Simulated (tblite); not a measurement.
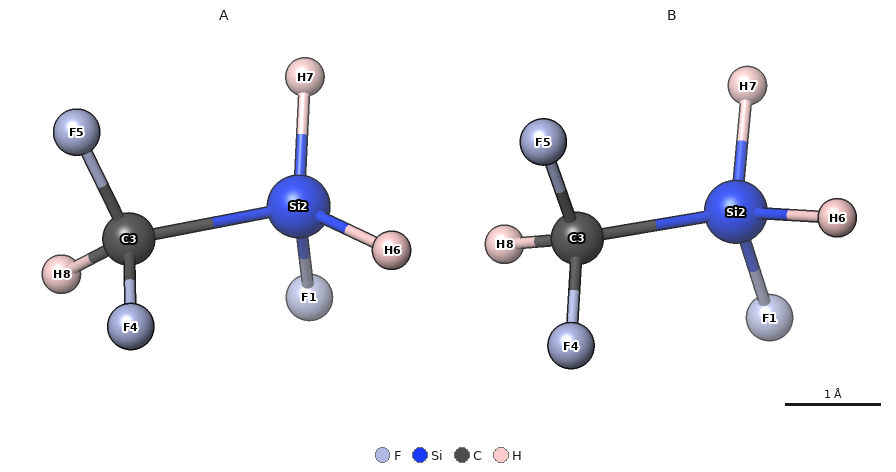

Two geometries of CH3F3Si, drawn at one scale. One is the start of a relaxation, the other its converged end. Style: ball-and-stick. Shown at a tilt.

All numbers below come from GFN2-xTB geometry optimisation, gas phase in tblite 0.8.0. 

Which geometry has the lower energy?

Answer. Structure A is the relaxed one. After 46 geometry steps the energy has fallen by 23.4 kJ/mol. The largest move after the best rigid fit is that of F5, 0.37 Å. Largest moves by element: F 0.37 Å, H 0.35 Å, Si 0.13 Å, C 0.01 Å. Near-neighbour distances that change, for instance: Si2–C3 1.821 → 1.937 Å, Si2–H6 1.498 → 1.449 Å, Si2–H7 1.490 → 1.450 Å, C3–F4 1.352 → 1.363 Å. Among the angles between lasting bonds that change: H6–Si2–H7 106.9° → 119.6°, F1–Si2–C3 110.5° → 103.5°, C3–Si2–H7 112.1° → 108.9°. Groups turn about Si2–C3 by about 30°. Cost: 0.27 s on 1 thread of Arm Neoverse N1, with other jobs on the host.
